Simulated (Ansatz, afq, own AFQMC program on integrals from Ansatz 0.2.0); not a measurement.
**HBr+ (doublet): quantum Monte Carlo beside coupled cluster, cc-pVDZ, part 1 of 2**

How near does AFQMC come to the top of the ladder for HBr+ (doublet)?

Computed with Ansatz 0.2.0, Gaussian basis, and an in-house AFQMC program (afq) on its integrals; all values are calculated. Level: cc-pVDZ, frozen cores.

The runs, in order: Full CI; PBE (unrestricted); r2SCAN (unrestricted); PBE0 (unrestricted); B3LYP (unrestricted); wB97M-V (unrestricted); B2PLYP (unrestricted); CCSD(T) on UHF; Full CI; Full CI (quartet); CCSDT(Q) on UHF; CCSDTQ on UHF; CCSD(T) on UHF; CCSD(T) on UHF; Phaseless AFQMC, CISD trial on UHF; Phaseless AFQMC, single-determinant trial on UHF; Free-projection AFQMC, CISD trial on UHF; Free-projection AFQMC, first-order trial on UHF; Phaseless AFQMC, single-determinant trial on UHF.

### Step 1. What is computed

The geometry is a PBE0/def2-TZVP stationary point (not a proven minimum) of the parent state, kept for this charge and spin. No spin-orbit coupling is included. The filled d shell of Br may be among the frozen orbitals whatever the setting's name suggests; the logs give the count.

2 atoms, charge 1, spin multiplicity 2.

Atoms are counted from 1 here; the program's logs count them from 0.

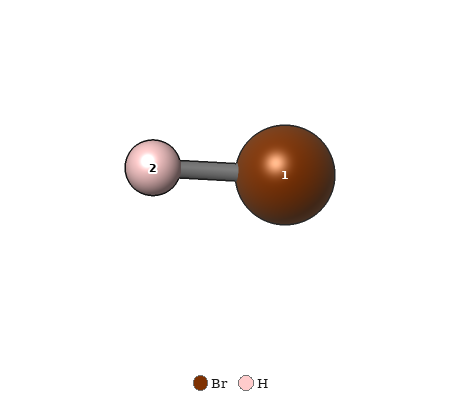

The geometry (bromine brown, hydrogen pink); atoms are numbered from 1 in the order of the file.

### Step 2. Full CI

Contents of in.yaml:

```yaml
crystal:
  periodic: [false, false, false]
  atoms:
    - {symbol: Br, position_ang: [0.000000, 0.000000, 0.000000]}
    - {symbol: H, position_ang: [0.000000, 0.000000, 1.420600]}
basis:
  gaussian: {orbitals: cc-pVDZ}
total_charge: 1
magnetization: {spin_polarized: false, initial_magnetization: 1}
correlation: {method: fci, electrons: outside_noble_gas}
```

Run with:

```bash
$ ansatz run in.yaml --threads 1 --pin off --events-out ev --progress --plain --max-ram 1843MiB
```

The program printed:

```text
Functional definition: HF
  name "HF"
  cite "Fock, Z. Phys. 61, 126 (1930) doi:10.1007/BF01340294"
  parent pbe
  exchange = exact_x
  correlation = 0
583 factors; integrals over basis functions are off by at most 1.8e-7 eV
mean field evaluation 1: about -70002.9712 eV, gradient 9.2e0 eV
mean field evaluation 2: about -70002.9765 eV, gradient 9.2e0 eV
mean field evaluation 4: about -70003.2556 eV, gradient 6.2e-1 eV
mean field evaluation 8: about -70003.2579 eV, gradient 1.8e-4 eV
mean field evaluation 16: about -70003.2579 eV, gradient 2.9e-4 eV
mean field -70003.25792914 eV, -2572.5722789833 hartree, gradient 1.6e-6 eV, S^2 0.750000; 2 other end points of the search recorded, 0 dependent functions left out
mean field evaluation 32: about -70002.8647 eV, gradient 7.6e0 eV
14 core orbitals not correlated: weight in the atoms' cores, before any rotation towards them, 1.000 or more for the frozen orbitals, at most 0.000 for the correlated occupied ones
reference -70003.25792914 eV, -2572.5722789833 hartree; 4, 3 occupied and 14, 15 virtual orbitals, 583 factors
state -70006.63395469 eV, -2572.6963456341 hartree
Total energy: -70006.63395469 eV, -2572.6963456341 hartree
```

It took 4.3 s on 1 thread of Arm Neoverse V1, shared host.

From the report: 624,320 determinants, symmetry B2.

### Step 3. PBE (unrestricted)

in.yaml, as its differences from that of step 2:

```diff
@@ -8,3 +8,4 @@
 total_charge: 1
-magnetization: {spin_polarized: false, initial_magnetization: 1}
-correlation: {method: fci, electrons: outside_noble_gas}
+magnetization: {spin_polarized: true, initial_magnetization: 1}
+hamiltonian: {xc: {name: PBE}}
+output: {orbitals: {seedname: orbitals}}
```

Launched as before.

The program printed:

```text
Functional definition: PBE
  name "PBE"
  cite "Perdew, Burke & Ernzerhof, Phys. Rev. Lett. 77, 3865 (1996) doi:10.1103/PhysRevLett.77.3865"
  parent pbe
  parameter kappa = 0.804
  parameter beta = 0.06672455060314922
  exchange = pbe_x(kappa = kappa, mu = beta*pi^2/3)
  correlation = pbe_c(beta = beta)
361 factors; integrals over basis functions are off by at most 8.0e-4 eV
mean field evaluation 1: about -70038.9881 eV, gradient 1.0e1 eV
mean field evaluation 2: about -70039.2063 eV, gradient 9.1e0 eV
mean field evaluation 4: about -70039.6265 eV, gradient 8.9e-1 eV
mean field evaluation 8: about -70039.6303 eV, gradient 3.7e-3 eV
mean field evaluation 16: about -70039.6304 eV, gradient 5.8e-2 eV
mean field -70039.63026608 eV, -2573.9089377120 hartree, gradient 1.1e-5 eV, S^2 0.751721; 1 other end points of the search recorded, 0 dependent functions left out
reference -70039.63028480 eV, -2573.9089384000 hartree; 18, 17 occupied and 14, 15 virtual orbitals, 361 factors
Total energy: -70039.63028480 eV, -2573.9089384000 hartree
```

It took 0.81 s on 1 thread of Arm Neoverse V1, shared host.

From the report: ⟨S²⟩ of the determinant 0.752 (pure doublet: 0.75).

### Step 4. r2SCAN (unrestricted)

in.yaml, as its differences from that of step 3:

```diff
@@ -9,3 +9,2 @@
 magnetization: {spin_polarized: true, initial_magnetization: 1}
-hamiltonian: {xc: {name: PBE}}
-output: {orbitals: {seedname: orbitals}}
+hamiltonian: {xc: {name: r2SCAN}}
```

Same command.

The program printed:

```text
Functional definition: r2SCAN
  name "r2SCAN"
  cite "Furness, Kaplan, Ning, Perdew & Sun, J. Phys. Chem. Lett. 11, 8208 (2020) doi:10.1021/acs.jpclett.0c02405"
  cite "Furness, Kaplan, Ning, Perdew & Sun, J. Phys. Chem. Lett. 11, 9248 (2020) doi:10.1021/acs.jpclett.0c03077"
  parent r2scan
  parameter k0 = 0.174
  parameter k1 = 0.065
  parameter a1 = 4.9479
  exchange = r2scan_x(k0 = k0, k1 = k1, a1 = a1)
  correlation = r2scan_c
361 factors; integrals over basis functions are off by at most 8.0e-4 eV
mean field evaluation 1: about -70049.2047 eV, gradient 9.5e0 eV
mean field evaluation 2: about -70049.5154 eV, gradient 6.6e0 eV
mean field evaluation 4: about -70049.7003 eV, gradient 3.5e-1 eV
mean field evaluation 8: about -70049.6974 eV, gradient 2.0e-3 eV
mean field evaluation 16: about -70049.6973 eV, gradient 8.8e-2 eV
mean field -70049.69736896 eV, -2574.2788969192 hartree, gradient 2.4e-5 eV, S^2 0.753349; 1 other end points of the search recorded, 0 dependent functions left out
reference -70049.69737402 eV, -2574.2788971050 hartree; 18, 17 occupied and 14, 15 virtual orbitals, 361 factors
Total energy: -70049.69737402 eV, -2574.2788971050 hartree
```

It took 1.9 s on 1 thread of Arm Neoverse V1, shared host.

From the report: ⟨S²⟩ of the determinant 0.753 (pure doublet: 0.75).

### Step 5. PBE0 (unrestricted)

in.yaml, as its differences from that of step 4:

```diff
@@ -9,2 +9,3 @@
 magnetization: {spin_polarized: true, initial_magnetization: 1}
-hamiltonian: {xc: {name: r2SCAN}}
+hamiltonian: {xc: {name: PBE0}}
+output: {orbitals: {seedname: orbitals}}
```

Same command.

The program printed:

```text
Functional definition: PBE0
  name "PBE0"
  cite "Adamo & Barone, J. Chem. Phys. 110, 6158 (1999) doi:10.1063/1.478522"
  cite "Perdew, Burke & Ernzerhof, Phys. Rev. Lett. 77, 3865 (1996) doi:10.1103/PhysRevLett.77.3865"
  parent pbe
  parameter a = 0.25
  parameter kappa = 0.804
  parameter beta = 0.06672455060314922
  exchange = (1 - a)*pbe_x(kappa = kappa, mu = beta*pi^2/3) + a*exact_x
  correlation = pbe_c(beta = beta)
361 factors; integrals over basis functions are off by at most 8.0e-4 eV
mean field evaluation 1: about -70041.6552 eV, gradient 8.7e0 eV
mean field evaluation 2: about -70041.9325 eV, gradient 5.4e0 eV
mean field evaluation 4: about -70042.0545 eV, gradient 4.4e-1 eV
mean field evaluation 8: about -70042.0678 eV, gradient 3.7e-3 eV
mean field evaluation 16: about -70042.0678 eV, gradient 3.6e-5 eV
mean field -70042.06781706 eV, -2573.9985160584 hartree, gradient 3.6e-5 eV, S^2 0.752629; 0 other end points of the search recorded, 0 dependent functions left out
reference -70042.06783115 eV, -2573.9985165759 hartree; 18, 17 occupied and 14, 15 virtual orbitals, 361 factors
Total energy: -70042.06783115 eV, -2573.9985165759 hartree
```

It took 0.84 s on 1 thread of Arm Neoverse V1, shared host.

From the report: ⟨S²⟩ of the determinant 0.753 (pure doublet: 0.75).

### Step 6. B3LYP (unrestricted)

in.yaml, as its differences from that of step 5:

```diff
@@ -9,3 +9,2 @@
 magnetization: {spin_polarized: true, initial_magnetization: 1}
-hamiltonian: {xc: {name: PBE0}}
-output: {orbitals: {seedname: orbitals}}
+hamiltonian: {xc: {name: B3LYP}}
```

Same command.

The program printed, cut to the lines that bear on the results:

```text
Functional definition: B3LYP
  name "B3LYP"
  cite "Stephens, Devlin, Chabalowski & Frisch, J. Phys. Chem. 98, 11623 (1994) doi:10.1021/j100096a001"
  cite "Becke, Phys. Rev. A 38, 3098 (1988) doi:10.1103/PhysRevA.38.3098"
  cite "Lee, Yang & Parr, Phys. Rev. B 37, 785 (1988) doi:10.1103/PhysRevB.37.785"
  cite "Vosko, Wilk & Nusair, Can. J. Phys. 58, 1200 (1980) doi:10.1139/p80-159"
[...]
361 factors; integrals over basis functions are off by at most 8.0e-4 eV
[...]
mean field -70050.98985772 eV, -2574.3263950048 hartree, gradient 2.4e-5 eV, S^2 0.751905; 0 other end points of the search recorded, 0 dependent functions left out
reference -70050.99000100 eV, -2574.3264002704 hartree; 18, 17 occupied and 14, 15 virtual orbitals, 361 factors
Total energy: -70050.99000100 eV, -2574.3264002704 hartree
```

It took 0.84 s on 1 thread of Arm Neoverse V1, shared host.

From the report: ⟨S²⟩ of the determinant 0.752 (pure doublet: 0.75).

### Step 7. wB97M-V (unrestricted)

in.yaml, as its differences from that of step 6:

```diff
@@ -9,2 +9,3 @@
 magnetization: {spin_polarized: true, initial_magnetization: 1}
-hamiltonian: {xc: {name: B3LYP}}
+hamiltonian: {xc: {name: wB97M-V}}
+output: {orbitals: {seedname: orbitals}}
```

Launched as before.

The program printed, cut to the lines that bear on the results:

```text
Functional definition: wB97M-V
  name "wB97M-V"
  cite "Mardirossian & Head-Gordon, J. Chem. Phys. 144, 214110 (2016) doi:10.1063/1.4952647"
  cite "Becke, J. Chem. Phys. 107, 8554 (1997) doi:10.1063/1.475007"
  cite "Vydrov & Van Voorhis, J. Chem. Phys. 133, 244103 (2010) doi:10.1063/1.3521275"
  # Of w^i u^j: cxij and so on, Table III.
[...]
  gx(w, u) = 1 - cx + cx01*u + cx10*w
  gss(w, u) = css00 + css04*u^4 + css10*w + css20*w^2 + css43*w^4*u^3
  gos(w, u) = cos00 + cos10*w + (cos20 + cos21*u)*w^2 + (cos60 + cos61*u)*w^6
[...]
      + integral(e_c_pw_mod_opposite_spin*gos(b97_w_opposite, b97_u_opposite)) + vv10(b, c)
361 factors; integrals over basis functions are off by at most 8.0e-4 eV
71 factors; integrals over basis functions are off by at most 5.6e-6 eV
[...]
mean field -70046.18248063 eV, -2574.1497271553 hartree, gradient 3.2e-5 eV, S^2 0.751944; 0 other end points of the search recorded, 0 dependent functions left out
reference -70046.18250066 eV, -2574.1497278915 hartree; 18, 17 occupied and 14, 15 virtual orbitals, 361 factors
Total energy: -70046.18250066 eV, -2574.1497278915 hartree
```

Run time: 3.3 s. Hardware: 1 thread of Arm Neoverse V1, shared host.

From the report: ⟨S²⟩ of the determinant 0.752 (pure doublet: 0.75).

### Step 8. B2PLYP (unrestricted)

in.yaml, as its differences from that of step 7:

```diff
@@ -9,3 +9,3 @@
 magnetization: {spin_polarized: true, initial_magnetization: 1}
-hamiltonian: {xc: {name: wB97M-V}}
-output: {orbitals: {seedname: orbitals}}
+hamiltonian: {xc: {name: B2PLYP}}
+correlation: {electrons: outside_noble_gas}
```

The command is unchanged.

The program printed, cut to the lines that bear on the results:

```text
Functional definition: B2PLYP
  name "B2PLYP"
  cite "Grimme, J. Chem. Phys. 124, 034108 (2006) doi:10.1063/1.2148954"
  cite "Becke, Phys. Rev. A 38, 3098 (1988) doi:10.1103/PhysRevA.38.3098"
  cite "Lee, Yang & Parr, Phys. Rev. B 37, 785 (1988) doi:10.1103/PhysRevB.37.785"
[...]
361 factors; integrals over basis functions are off by at most 8.0e-4 eV
[...]
mean field -70037.58927563 eV, -2573.8339326964 hartree, gradient 6.4e-7 eV, S^2 0.753632; 0 other end points of the search recorded, 0 dependent functions left out
14 core orbitals not correlated: weight in the atoms' cores, before any rotation towards them, 1.000 or more for the frozen orbitals, at most 0.000 for the correlated occupied ones
reference -70037.58936711 eV, -2573.8339360580 hartree; 4, 3 occupied and 14, 15 virtual orbitals, 361 factors
second order -3.31761489 eV of doubles, -0.00000000 eV of singles
Total energy: -70038.48512312 eV, -2573.8668544845 hartree
```

It took 0.75 s on 1 thread of Arm Neoverse V1, shared host.

From the report: ⟨S²⟩ of the determinant 0.754 (pure doublet: 0.75).

### Step 9. CCSD(T) on UHF

in.yaml, as its differences from that of step 8:

```diff
@@ -9,3 +9,2 @@
 magnetization: {spin_polarized: true, initial_magnetization: 1}
-hamiltonian: {xc: {name: B2PLYP}}
-correlation: {electrons: outside_noble_gas}
+correlation: {method: ccsd_t, electrons: outside_noble_gas, hamiltonian_folder: ham}
```

The command is unchanged.

The program printed, cut to the lines that bear on the results:

```text
Functional definition: HF
  name "HF"
  cite "Fock, Z. Phys. 61, 126 (1930) doi:10.1007/BF01340294"
  parent pbe
[...]
361 factors; integrals over basis functions are off by at most 8.0e-4 eV
[...]
mean field -70003.36715481 eV, -2572.5762929529 hartree, gradient 2.0e-6 eV, S^2 0.757562; 2 other end points of the search recorded, 0 dependent functions left out
14 core orbitals not correlated: weight in the atoms' cores, before any rotation towards them, 1.000 or more for the frozen orbitals, at most 0.000 for the correlated occupied ones
reference -70003.36715481 eV, -2572.5762929529 hartree; 4, 3 occupied and 14, 15 virtual orbitals, 361 factors
second order -2.70764734 eV of doubles, -0.00000000 eV of singles
cycle   1  -3.08769233 eV  change   -3.8e-1 eV  update   3.9e-2
[...]
cycle   9  -3.20909646 eV  change   -6.2e-7 eV  update   2.5e-6
perturbative correction -0.04813071 eV, -0.0017687711 hartree
Total energy: -70006.62438199 eV, -2572.6959938438 hartree
```

Wall time 0.63 s (1 thread of Arm Neoverse V1, shared host).

From the report: ⟨S²⟩ of the determinant 0.758 (pure doublet: 0.75); correlation -3.2572 eV; T1 0.007; largest double amplitude 0.07.

This run also writes the integrals to the folder ham.

### Step 10. Full CI

Contents of in.yaml:

```yaml
hamiltonian:
  integrals:
    folder: ../ham
correlation: {method: fci}
```

The command is unchanged.

The program printed:

```text
Functional definition: HF
  name "HF"
  cite "Fock, Z. Phys. 61, 126 (1930) doi:10.1007/BF01340294"
  parent pbe
  exchange = exact_x
  correlation = 0
reference -70003.36715481 eV, -2572.5762929529 hartree; 4, 3 occupied and 14, 15 virtual orbitals, 361 factors
state -70006.63663890 eV, -2572.6964442770 hartree
Total energy: -70006.63663890 eV, -2572.6964442770 hartree
```

Wall time 8.5 s (1 thread of Arm Neoverse V1, shared host).

From the report: 624,320 determinants.

### Step 11. Full CI (quartet)

Contents of in.yaml:

```yaml
crystal:
  periodic: [false, false, false]
  atoms:
    - {symbol: Br, position_ang: [0.000000, 0.000000, 0.000000]}
    - {symbol: H, position_ang: [0.000000, 0.000000, 1.420600]}
basis:
  gaussian: {orbitals: cc-pVDZ}
total_charge: 1
magnetization: {spin_polarized: false, initial_magnetization: 3}
correlation: {method: fci, electrons: outside_noble_gas}
```

Same command.

The program printed:

```text
Functional definition: HF
  name "HF"
  cite "Fock, Z. Phys. 61, 126 (1930) doi:10.1007/BF01340294"
  parent pbe
  exchange = exact_x
  correlation = 0
583 factors; integrals over basis functions are off by at most 1.4e-7 eV
mean field evaluation 1: about -69995.9850 eV, gradient 7.4e0 eV
mean field evaluation 2: about -69996.0080 eV, gradient 7.4e0 eV
mean field evaluation 4: about -69996.4047 eV, gradient 4.3e-1 eV
mean field evaluation 8: about -69996.4075 eV, gradient 4.8e-4 eV
mean field -69996.40747028 eV, -2572.3205292639 hartree, gradient 7.9e-6 eV, S^2 3.750000; 0 other end points of the search recorded, 0 dependent functions left out
mean field evaluation 16: about -69996.5287 eV, gradient 7.6e-1 eV
14 core orbitals not correlated: weight in the atoms' cores, before any rotation towards them, 1.000 or more for the frozen orbitals, at most 0.000 for the correlated occupied ones
reference -69996.40747028 eV, -2572.3205292639 hartree; 5, 2 occupied and 13, 16 virtual orbitals, 583 factors
state -69999.37411705 eV, -2572.4295515217 hartree
Total energy: -69999.37411705 eV, -2572.4295515217 hartree
```

Run time: 3.9 s. Hardware: 1 thread of Arm Neoverse V1, shared host.

From the report: 329,284 determinants, symmetry A2.

### Step 12. CCSDT(Q) on UHF

in.yaml, as its differences from that of step 11:

```diff
@@ -8,3 +8,3 @@
 total_charge: 1
-magnetization: {spin_polarized: false, initial_magnetization: 3}
-correlation: {method: fci, electrons: outside_noble_gas}
+magnetization: {spin_polarized: true, initial_magnetization: 1}
+correlation: {method: ccsdt_q, electrons: outside_noble_gas}
```

Launched as before.

The program printed, cut to the lines that bear on the results:

```text
Functional definition: HF
  name "HF"
  cite "Fock, Z. Phys. 61, 126 (1930) doi:10.1007/BF01340294"
  parent pbe
[...]
583 factors; integrals over basis functions are off by at most 1.8e-7 eV
[...]
mean field -70003.36718190 eV, -2572.5762939485 hartree, gradient 1.9e-6 eV, S^2 0.757562; 2 other end points of the search recorded, 0 dependent functions left out
14 core orbitals not correlated: weight in the atoms' cores, before any rotation towards them, 1.000 or more for the frozen orbitals, at most 0.000 for the correlated occupied ones
reference -70003.36718190 eV, -2572.5762939485 hartree; 4, 3 occupied and 14, 15 virtual orbitals, 583 factors
second order -2.70765515 eV of doubles, -0.00000000 eV of singles
cycle   1  -3.08769462 eV  change   -3.8e-1 eV  update   4.3e-2
[...]
cycle  12  -3.26568434 eV  change    5.6e-7 eV  update   2.9e-7
perturbative correction -0.00326489 eV, -0.0001199825 hartree
Total energy: -70006.63613113 eV, -2572.6964256169 hartree
```

Run time: 2.5 s. Hardware: 1 thread of Arm Neoverse V1, shared host.

From the report: ⟨S²⟩ of the determinant 0.758 (pure doublet: 0.75); correlation -3.2689 eV; T1 0.007; largest double amplitude 0.07.

### Step 13. CCSDTQ on UHF

in.yaml, as its differences from that of step 12:

```diff
@@ -9,2 +9,2 @@
 magnetization: {spin_polarized: true, initial_magnetization: 1}
-correlation: {method: ccsdt_q, electrons: outside_noble_gas}
+correlation: {method: ccsdtq, electrons: outside_noble_gas}
```

Launched as before.

The program printed, cut to the lines that bear on the results:

```text
Functional definition: HF
  name "HF"
  cite "Fock, Z. Phys. 61, 126 (1930) doi:10.1007/BF01340294"
  parent pbe
[...]
583 factors; integrals over basis functions are off by at most 1.8e-7 eV
[...]
mean field -70003.36718190 eV, -2572.5762939485 hartree, gradient 1.9e-6 eV, S^2 0.757562; 2 other end points of the search recorded, 0 dependent functions left out
14 core orbitals not correlated: weight in the atoms' cores, before any rotation towards them, 1.000 or more for the frozen orbitals, at most 0.000 for the correlated occupied ones
reference -70003.36718190 eV, -2572.5762939485 hartree; 4, 3 occupied and 14, 15 virtual orbitals, 583 factors
second order -2.70765515 eV of doubles, -0.00000000 eV of singles
cycle   1  -3.08769462 eV  change   -3.8e-1 eV  update   4.3e-2
[...]
cycle  12  -3.26937605 eV  change    1.3e-8 eV  update   7.5e-7
Total energy: -70006.63655796 eV, -2572.6964413023 hartree
```

It took 13 s on 1 thread of Arm Neoverse V1, shared host.

From the report: ⟨S²⟩ of the determinant 0.758 (pure doublet: 0.75); correlation -3.2694 eV; T1 0.007; largest double amplitude 0.07.

### Step 14. CCSD(T) on UHF

Contents of in.yaml:

```yaml
crystal:
  periodic: [false, false, false]
  atoms:
    - {symbol: Br, position_ang: [0.000000, 0.000000, 0.000000]}
    - {symbol: H, position_ang: [0.000000, 0.000000, 1.420600]}
basis:
  gaussian: {orbitals: def2-TZVPP}
total_charge: 1
magnetization: {spin_polarized: true, initial_magnetization: 1}
correlation: {method: ccsd_t, electrons: outside_noble_gas}
```

The command is unchanged.

The program printed, cut to the lines that bear on the results:

```text
Functional definition: HF
  name "HF"
  cite "Fock, Z. Phys. 61, 126 (1930) doi:10.1007/BF01340294"
  parent pbe
[...]
399 factors; integrals over basis functions are off by at most 1.5e-3 eV
[...]
mean field -70004.26421918 eV, -2572.6092594602 hartree, gradient 2.0e-6 eV, S^2 0.760151; 2 other end points of the search recorded, 0 dependent functions left out
14 core orbitals not correlated: weight in the atoms' cores, before any rotation towards them, 1.000 or more for the frozen orbitals, at most 0.000 for the correlated occupied ones
reference -70004.26421918 eV, -2572.6092594602 hartree; 4, 3 occupied and 44, 45 virtual orbitals, 399 factors
second order -3.76646200 eV of doubles, -0.00000000 eV of singles
cycle   1  -4.21793062 eV  change   -4.5e-1 eV  update   4.2e-2
[...]
cycle   9  -4.36480022 eV  change    1.6e-6 eV  update   3.5e-6
perturbative correction -0.12922134 eV, -0.0047487966 hartree
Total energy: -70008.75824073 eV, -2572.7744117063 hartree
```

Run time: 1.5 s. Hardware: 1 thread of Arm Neoverse V1, shared host.

From the report: ⟨S²⟩ of the determinant 0.760 (pure doublet: 0.75); correlation -4.4940 eV; T1 0.008; largest double amplitude 0.06.

### Step 15. CCSD(T) on UHF

in.yaml, as its differences from that of step 14:

```diff
@@ -6,3 +6,3 @@
 basis:
-  gaussian: {orbitals: def2-TZVPP}
+  gaussian: {orbitals: "def2-QZVPP.json"}
 total_charge: 1
```

The command is unchanged.

The program printed, cut to the lines that bear on the results:

```text
Functional definition: HF
  name "HF"
  cite "Fock, Z. Phys. 61, 126 (1930) doi:10.1007/BF01340294"
  parent pbe
[...]
769 factors; integrals over basis functions are off by at most 1.0e-3 eV
[...]
mean field -70005.62760110 eV, -2572.6593628217 hartree, gradient 4.9e-6 eV, S^2 0.760591; 3 other end points of the search recorded, 0 dependent functions left out
14 core orbitals not correlated: weight in the atoms' cores, before any rotation towards them, 1.000 or more for the frozen orbitals, at most 0.000 for the correlated occupied ones
reference -70005.62760110 eV, -2572.6593628217 hartree; 4, 3 occupied and 101, 102 virtual orbitals, 769 factors
second order -4.14324895 eV of doubles, -0.00000000 eV of singles
cycle   1  -4.56133013 eV  change   -4.2e-1 eV  update   4.1e-2
[...]
cycle   9  -4.70615997 eV  change    2.4e-6 eV  update   3.6e-6
perturbative correction -0.15379050 eV, -0.0056516967 hartree
Total energy: -70010.48755157 eV, -2572.8379627074 hartree
```

Wall time 9 s (1 thread of Arm Neoverse V1, shared host); peak memory 0.6 GiB.

From the report: ⟨S²⟩ of the determinant 0.761 (pure doublet: 0.75); correlation -4.8600 eV; T1 0.008; largest double amplitude 0.06.

(Continued in part 2 of 2.)
